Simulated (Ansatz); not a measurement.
# CH8GeO: geometry relaxation

CH8GeO, computed with RKS PBE-D4/def2-SVP (Ansatz 0.2.0).

The input holds or restrains some coordinates. It belongs to a series of runs on one base structure; here: pulled along the bonds that form and break, towards end B. Figures and captions count atoms from 1; the log counts them from 0 in places.

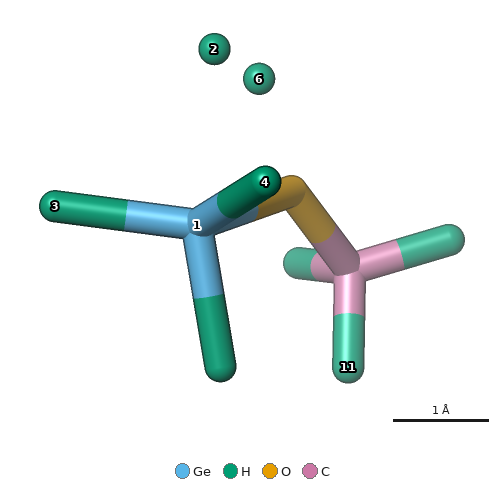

*The structure as given in the input (stick view, seen at a tilt; atoms are numbered from 1 in the order of the input). Sticks mark near contacts.*

Bond lengths as drawn: C–H 1.09 Å, C–O 1.40 Å, Ge–H 1.50 to 1.52 Å and Ge–O 2.17 Å.

**Key numbers**

```csv
quantity,value
outcome,converged under the restraints of the input
total energy,−59709.3922 eV
mean-field energy,−59709.2277 eV
"largest force (length of the vector) at the end, held atoms and coordinates included",2.600 eV/Å
hardware,"2 threads of Intel Xeon (Sapphire Rapids), 16 GiB of memory available, shared host"
wall time,11 s (CPU time 21 s)
peak memory,0.16 GiB
```

**Input file**
```yaml
crystal:
  periodic: [false, false, false]
  atoms:
    - { symbol: Ge, position_ang: [-0.59, 0.8788, -1.1621] }
    - { symbol: H, position_ang: [1.4004, 0.7689, -1.2223] }
    - { symbol: H, position_ang: [-0.6269, 0.3029, -2.5487] }
    - { symbol: H, position_ang: [-0.4654, 2.3731, -1.0822] }
    - { symbol: H, position_ang: [-1.9012, 0.511, -0.495] }
    - { symbol: H, position_ang: [1.4373, 0.1947, -0.4304] }
    - { symbol: O, position_ang: [0.5034, -0.2671, 0.321] }
    - { symbol: C, position_ang: [0.1368, -1.0398, 1.4355] }
    - { symbol: H, position_ang: [0.43, -2.083, 1.2832] }
    - { symbol: H, position_ang: [0.6217, -0.65, 2.3352] }
    - { symbol: H, position_ang: [-0.9462, -0.9895, 1.5657] }
basis:
  gaussian: { orbitals: def2-SVP }
hamiltonian:
  xc: pbe
  dispersion: d4
relax:
  f_tol: 0.15
  max_steps: 25
  restrain:
    - { distance: [0, 6], at: 1.86, k: 30.0 }
    - { distance: [5, 1], at: 0.62, k: 30.0 }
    - { distance: [0, 1], at: 2.81, k: 30.0 }
    - { distance: [5, 6], at: 2.27, k: 30.0 }
```

Command:
```bash
ansatz run input.yaml --threads 2 --pin off --max-ram 3072MiB --backend cpu --events-out ev --progress --plain --runs-dir out
```

**Output**
```
The last accepted step is kept in [file] (removed where the run ends without a failure and the disk answers)
Engine: ansatz 0.2.0, x86_64-unknown-linux-gnu
Functional definition: PBE
  parameter kappa = 0.804
  parameter beta = 0.06672455060314922
  exchange = pbe_x(kappa = kappa, mu = beta*pi^2/3)
  correlation = pbe_c(beta = beta)
1116 factors; their error is unknown
mean field evaluation 1: about -59701.1003 eV, gradient 5.6e1 eV
mean field evaluation 2: about -59646.8016 eV, gradient 1.6e2 eV
mean field evaluation 4: about -59707.4430 eV, gradient 1.3e1 eV
mean field evaluation 8: about -59707.7412 eV, gradient 1.8e-1 eV
mean field evaluation 16: about -59707.6892 eV, gradient 8.2e-5 eV
mean field -59707.68915166 eV, -2194.2171049983 hartree, gradient 2.8e-5 eV, S^2 0.000000; 0 other end points of the search recorded, 0 dependent functions left out
the calculation of the forces begins
reference -59707.68918866 eV, -2194.2171063578 hartree; 27, 27 occupied and 73, 73 virtual orbitals, 1116 factors
relax step   1: F+E_penalty+E_count = -59707.86731524 eV  Δ(F+E_penalty+E_count) = +0.000e0 eV  max|allowed force component| = 1.353e0 eV/Å  E_restraint = 27.91835338 eV  max|allowed force component, restraints' pulls added| = 2.717e1 eV/Å  Δτ_max = 0.0000 Å  (27 SCF iters, accepted)
  distance Ge 0 - O 6 = 2.1698 Å
  distance H 5 - H 1 = 0.9789 Å
  distance Ge 0 - H 1 = 1.9943 Å
  distance H 5 - O 6 = 1.2845 Å
these checks for a lower state are left out or cut short: starts, cluster_reference, orbital_swaps, neighbouring_geometries, increment
1116 factors; their error is unknown
mean field -59707.79117317 eV, -2194.2208542194 hartree, gradient 2.1e-5 eV, S^2 0.000000; 0 other end points of the search recorded, 0 dependent functions left out
[... from here on the field's lines of each further geometry are left out, up to the last ...]
relax step   2: F+E_penalty+E_count = -59707.95297663 eV  Δ(F+E_penalty+E_count) = -8.566e-2 eV  max|allowed force component| = 2.510e0 eV/Å  E_restraint = 12.42415996 eV  max|allowed force component, restraints' pulls added| = 1.822e1 eV/Å  Δτ_max = 0.1919 Å  (33 SCF iters, accepted)
relax step   3: F+E_penalty+E_count = -59707.72731098 eV  Δ(F+E_penalty+E_count) = +2.257e-1 eV  max|allowed force component| = 3.906e0 eV/Å  E_restraint = 3.95103914 eV  max|allowed force component, restraints' pulls added| = 9.834e0 eV/Å  Δτ_max = 0.1947 Å  (34 SCF iters, accepted)
relax step   4: F+E_penalty+E_count = -59708.37079274 eV  Δ(F+E_penalty+E_count) = -6.435e-1 eV  max|allowed force component| = 3.029e0 eV/Å  E_restraint = 0.39858781 eV  max|allowed force component, restraints' pulls added| = 2.923e0 eV/Å  Δτ_max = 0.1943 Å  (34 SCF iters, accepted)
relax step   5: F+E_penalty+E_count = -59709.12665237 eV  Δ(F+E_penalty+E_count) = -7.559e-1 eV  max|allowed force component| = 2.431e0 eV/Å  E_restraint = 0.13483020 eV  max|allowed force component, restraints' pulls added| = 1.240e0 eV/Å  Δτ_max = 0.1961 Å  (27 SCF iters, accepted)
relax step   6: F+E_penalty+E_count = -59709.31585532 eV  Δ(F+E_penalty+E_count) = -1.892e-1 eV  max|allowed force component| = 1.999e0 eV/Å  E_restraint = 0.14469671 eV  max|allowed force component, restraints' pulls added| = 5.888e-1 eV/Å  Δτ_max = 0.1946 Å  (28 SCF iters, accepted)
relax step   7: F+E_penalty+E_count = -59709.36061738 eV  Δ(F+E_penalty+E_count) = -4.476e-2 eV  max|allowed force component| = 2.189e0 eV/Å  E_restraint = 0.11423529 eV  max|allowed force component, restraints' pulls added| = 3.652e-1 eV/Å  Δτ_max = 0.1826 Å  (27 SCF iters, accepted)
relax step   8: F+E_penalty+E_count = -59709.37592031 eV  Δ(F+E_penalty+E_count) = -1.530e-2 eV  max|allowed force component| = 2.169e0 eV/Å  E_restraint = 0.12066702 eV  max|allowed force component, restraints' pulls added| = 2.239e-1 eV/Å  Δτ_max = 0.1379 Å  (28 SCF iters, accepted)
the calculation of the forces begins
reference -59709.22772395 eV, -2194.2736464871 hartree; 27, 27 occupied and 73, 73 virtual orbitals, 1116 factors
relax step   9: F+E_penalty+E_count = -59709.39212246 eV  Δ(F+E_penalty+E_count) = -1.620e-2 eV  max|allowed force component| = 2.196e0 eV/Å  E_restraint = 0.11987591 eV  max|allowed force component, restraints' pulls added| = 1.254e-1 eV/Å  Δτ_max = 0.2000 Å  (33 SCF iters, accepted)
  distance Ge 0 - O 6 = 1.8416 Å
  distance H 5 - H 1 = 0.7071 Å
  distance Ge 0 - H 1 = 2.8172 Å
  distance H 5 - O 6 = 2.2745 Å
1116 factors; their error is unknown
mean field evaluation 96: about -59709.2277 eV, gradient 4.3e-5 eV
```

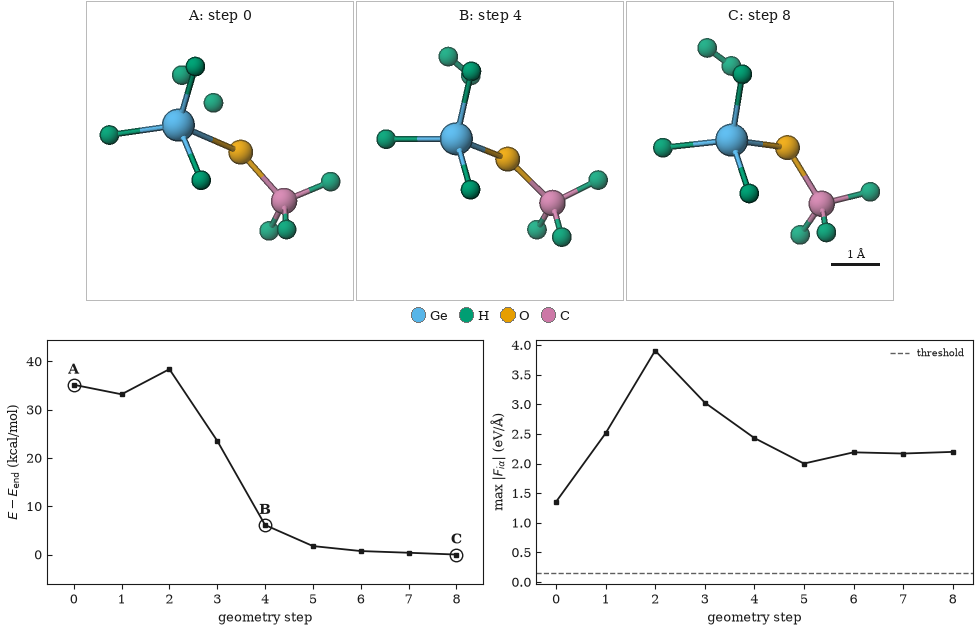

*Frames of the restrained relaxation (ball-and-stick view, seen at a tilt) above the curves, on which the letters mark them (the first geometry is step 0 here and step 1 in the log).*

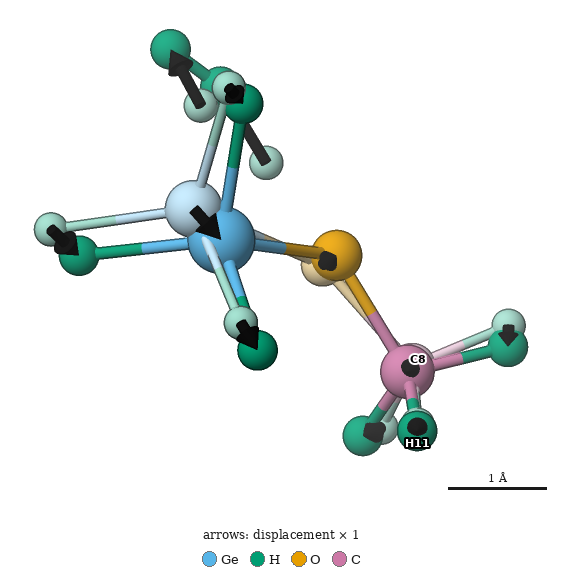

*Start (faint) and end (solid) with the displacements as black arrows, at true length (ball-and-stick view, seen at a tilt). The two geometries are laid on each other by the best rigid fit.*

The atom that moves furthest after the best rigid fit is H6 (0.94 Å). Largest moves by element: H 0.94 Å, Ge 0.43 Å, O 0.25 Å, C 0.20 Å. Among the contacts that change: Ge1–O7 2.170 → 1.842 Å, H2–H6 0.979 → 0.707 Å, Ge1–H3 1.502 → 1.554 Å, Ge1–H5 1.516 → 1.558 Å. New bonds form: H2–H6 (0.98 → 0.71 Å). Among the angles that change: H5–Ge1–O7 90.4° → 105.7°, Ge1–O7–C8 134.5° → 120.4°, H4–Ge1–O7 116.6° → 107.0°. Over 8 geometry steps the energy falls by 35.2 kcal/mol. Largest force component: 1.4 eV/Å at the start, 2.2 eV/Å at the end. (Atoms are counted from 1 in the order of the input.)

```
mean field -59709.22768817 eV, -2194.2736451722 hartree, gradient 1.8e-5 eV, S^2 0.000000; 1 other end points of the search recorded, 0 dependent functions left out
the calculation of the forces begins
reference -59709.22772395 eV, -2194.2736464871 hartree; 27, 27 occupied and 73, 73 virtual orbitals, 1116 factors
Total energy: -59709.39215824 eV, -2194.2796893357 hartree
Atom 0 at    -0.709529     0.657199    -0.826440 Å, force     0.219280    -0.245101     0.477650 eV/Å
Atom 1 at     1.976303     0.980437    -1.612948 Å, force    -0.031234     1.391755    -2.196341 eV/Å
Atom 2 at    -0.504051    -0.029119    -2.205095 Å, force    -0.005795    -0.009500     0.028978 eV/Å
Atom 3 at    -0.390681     2.171994    -0.906522 Å, force    -0.002473    -0.052638    -0.003305 eV/Å
Atom 4 at    -2.153016     0.406512    -0.295135 Å, force     0.014176     0.010077    -0.012189 eV/Å
Atom 5 at     2.033186     0.598071    -1.020917 Å, force     0.252482    -1.352824     2.107953 eV/Å
Atom 6 at     0.418680    -0.062913     0.438483 Å, force    -0.445918     0.262234    -0.375274 eV/Å
Atom 7 at    -0.070863    -0.983118     1.390878 Å, force     0.014495    -0.082418     0.084917 eV/Å
Atom 8 at     0.147840    -2.044763     1.107882 Å, force    -0.005845     0.122587    -0.000915 eV/Å
Atom 9 at     0.425334    -0.786594     2.372481 Å, force    -0.048901    -0.043744    -0.125434 eV/Å
Atom 10 at    -1.173305    -0.907707     1.557233 Å, force     0.039733    -0.000429     0.013958 eV/Å
Dipole moment:    -0.231957    -0.049648    -0.019327 e Å
```

**Trajectory as extended XYZ (Å, eV, eV/Å), 9 frames, from step=1 to step=9**
```
11
Properties=species:S:1:pos:R:3:forces:R:3 step=1 energy=-59707.86732
Ge   -0.5900    0.8788   -1.1621    1.3286  -1.0807   1.3526
H     1.4004    0.7689   -1.2223    0.3161  -0.0412   0.0145
H    -0.6269    0.3029   -2.5487    0.0535  -0.2961  -0.8088
H    -0.4654    2.3731   -1.0822    0.1489   0.8592   0.0055
H    -1.9012    0.5110   -0.4950   -0.6132  -0.2853   0.4700
H     1.4373    0.1947   -0.4304   -0.2045   0.3417  -0.4466
O     0.5034   -0.2671    0.3210   -0.9935   0.8495  -1.0533
C     0.1368   -1.0398    1.4355    0.3299   0.2309  -0.4031
H     0.4300   -2.0830    1.2832    0.0808  -0.6625   0.0647
H     0.6217   -0.6500    2.3352    0.1886   0.1233   0.6348
H    -0.9462   -0.9895    1.5657   -0.6351  -0.0387   0.1696
11
Properties=species:S:1:pos:R:3:forces:R:3 step=2 energy=-59707.95298
Ge   -0.6929    0.8470   -1.1068    2.5100  -0.8142   0.8526
H     1.5877    0.7363   -1.1973    0.5288   0.7389  -1.0869
H    -0.6280    0.3018   -2.5485    0.2008  -0.1570   0.0031
H    -0.4664    2.3733   -1.0810    0.2228   0.0217   0.1362
H    -1.9287    0.5023   -0.4797   -2.4338  -0.5152   1.0007
H     1.5472    0.2804   -0.5623   -0.0948  -0.2933   0.4172
O     0.3576   -0.2640    0.3333    0.7934   1.4719  -2.1392
C     0.1251   -1.0463    1.4456   -1.1945   0.4753  -0.5513
H     0.4305   -2.0887    1.2828    0.1236  -0.5566  -0.0212
H     0.6233   -0.6478    2.3398    0.2263   0.1915   0.4621
H    -0.9555   -0.9944    1.5740   -0.8828  -0.5630   0.9267
11
Properties=species:S:1:pos:R:3:forces:R:3 step=3 energy=-59707.72731
Ge   -0.7638    0.8104   -1.0482    3.5655  -0.4883   0.2770
H     1.7312    0.7366   -1.2134    0.6775   2.7729  -3.9060
H    -0.6234    0.3008   -2.5389    0.1824  -0.1041   0.5973
H    -0.4623    2.3639   -1.0771    0.1558  -0.5594   0.2870
H    -1.9789    0.4936   -0.4617   -3.6393  -0.6169   1.2832
H     1.7020    0.3408   -0.6639   -0.2957  -2.4915   3.4722
O     0.2154   -0.2584    0.3412    1.7077   2.2883  -3.4036
C     0.0992   -1.0446    1.4460   -1.4266   0.1555  -0.0534
H     0.4305   -2.0907    1.2807    0.0682  -0.2266  -0.0842
H     0.6240   -0.6446    2.3397    0.1180   0.1679   0.1046
H    -0.9740   -1.0078    1.5955   -1.1134  -0.8977   1.4257
11
Properties=species:S:1:pos:R:3:forces:R:3 step=4 energy=-59708.37079
Ge   -0.8088    0.7715   -0.9893    2.3232  -0.3250   0.1930
H     1.9055    0.7739   -1.2839    0.4559   2.1614  -3.0290
H    -0.6158    0.2941   -2.5019    0.0904  -0.1542   0.7686
H    -0.4564    2.3298   -1.0589    0.0578  -0.6976   0.3985
H    -2.0955    0.4828   -0.4333   -2.5904  -0.2009   0.5771
H     1.8839    0.3701   -0.7256   -0.2020  -2.0136   2.7960
O     0.1021   -0.2290    0.3119    1.7029   1.4656  -2.2549
C     0.0533   -1.0307    1.4320   -0.8851   0.0827  -0.0037
H     0.4272   -2.0793    1.2723   -0.1201   0.2460  -0.2321
H     0.6199   -0.6381    2.3230   -0.1316   0.1927  -0.3684
H    -1.0155   -1.0452    1.6536   -0.7011  -0.7571   1.1548
11
Properties=species:S:1:pos:R:3:forces:R:3 step=5 energy=-59709.12665
Ge   -0.8331    0.7401   -0.9433    0.3347  -0.4954   0.6575
H     1.9749    0.8192   -1.3535    0.0325   1.7672  -2.4307
H    -0.5799    0.1974   -2.3849    0.0129  -0.0944   0.2132
H    -0.4159    2.2447   -0.9305    0.0126  -0.1798   0.1610
H    -2.2788    0.5319   -0.4826   -0.4813   0.0557  -0.0261
H     2.0387    0.4050   -0.7923    0.1958  -1.6481   2.2405
O     0.1382   -0.2034    0.2723    0.8041   0.4646  -0.7303
C     0.0103   -1.0069    1.4044   -0.4261   0.0820  -0.0599
H     0.4039   -2.0437    1.2315   -0.1566   0.1767  -0.1311
H     0.5966   -0.6044    2.2739   -0.1744   0.1020  -0.2293
H    -1.0549   -1.0799    1.7050   -0.1540  -0.2303   0.3353
11
Properties=species:S:1:pos:R:3:forces:R:3 step=6 energy=-59709.31586
Ge   -0.7763    0.7030   -0.8975   -0.0974  -0.5512   0.7770
H     1.9845    0.9318   -1.5119    0.1068   1.4476  -1.9993
H    -0.5235    0.1185   -2.3078    0.0196  -0.0351  -0.0177
H    -0.3543    2.1904   -0.8342    0.0255   0.0238   0.0265
H    -2.2873    0.5448   -0.5009    0.1844  -0.0140  -0.0007
H     2.0134    0.5119   -0.9400    0.1069  -1.3946   1.9015
O     0.2526   -0.2300    0.2993   -0.0670   0.4199  -0.5626
C    -0.0344   -1.0180    1.4250   -0.1171   0.0609  -0.0710
H     0.3250   -2.0626    1.2601   -0.0811   0.0296   0.0226
H     0.5167   -0.6176    2.3103   -0.0929  -0.0264  -0.0174
H    -1.1164   -1.0721    1.6975    0.0122   0.0396  -0.0589
11
Properties=species:S:1:pos:R:3:forces:R:3 step=7 energy=-59709.36062
Ge   -0.7249    0.6648   -0.8499    0.3091  -0.4421   0.5761
H     1.9653    1.0005   -1.6120   -0.0252   1.5463  -2.1889
H    -0.5121    0.0746   -2.2663   -0.0212   0.0303  -0.0231
H    -0.3418    2.1644   -0.7882   -0.0227   0.0104  -0.0326
H    -2.1927    0.4492   -0.3774    0.0115  -0.0350   0.0517
H     2.0198    0.5924   -1.0393    0.2546  -1.5087   2.1086
O     0.3890   -0.2403    0.3061   -0.5132   0.1040  -0.0726
C    -0.0638   -1.0102    1.4165    0.0155   0.2651  -0.3652
H     0.2170   -2.0810    1.2894    0.0068   0.0127  -0.0226
H     0.4116   -0.6438    2.3551    0.0084   0.0128  -0.0282
H    -1.1674   -0.9705    1.5657   -0.0236   0.0042  -0.0031
11
Properties=species:S:1:pos:R:3:forces:R:3 step=8 energy=-59709.37592
Ge   -0.6936    0.6432   -0.8191    0.0748  -0.2449   0.3394
H     1.9786    1.0019   -1.6295   -0.1029   1.4915  -2.1686
H    -0.5344    0.0710   -2.2514    0.0206  -0.0186   0.0046
H    -0.3781    2.1610   -0.8012    0.0238  -0.0109   0.0178
H    -2.1351    0.3722   -0.2785    0.0904   0.0118  -0.0179
H     2.0512    0.6020   -1.0520    0.3155  -1.4493   2.0838
O     0.4475   -0.2261    0.3266   -0.5290   0.3369  -0.3771
C    -0.0813   -0.9879    1.3906    0.1330  -0.1189   0.1384
H     0.1659   -2.0672    1.2566    0.0037   0.0039   0.0390
H     0.3676   -0.6510    2.3543   -0.0124  -0.0471  -0.0186
H    -1.1884   -0.9191    1.5036   -0.0174   0.0457  -0.0407
11
Properties=species:S:1:pos:R:3:forces:R:3 step=9 energy=-59709.39212
Ge   -0.7095    0.6572   -0.8264    0.2193  -0.2451   0.4777
H     1.9763    0.9804   -1.6129   -0.0312   1.3918  -2.1963
H    -0.5041   -0.0291   -2.2051   -0.0058  -0.0095   0.0290
H    -0.3907    2.1720   -0.9065   -0.0025  -0.0526  -0.0033
H    -2.1530    0.4065   -0.2951    0.0142   0.0101  -0.0122
H     2.0332    0.5981   -1.0209    0.2525  -1.3528   2.1080
O     0.4187   -0.0629    0.4385   -0.4459   0.2622  -0.3753
C    -0.0709   -0.9831    1.3909    0.0145  -0.0824   0.0849
H     0.1478   -2.0448    1.1079   -0.0058   0.1226  -0.0009
H     0.4253   -0.7866    2.3725   -0.0489  -0.0437  -0.1254
H    -1.1733   -0.9077    1.5572    0.0397  -0.0004   0.0140
```
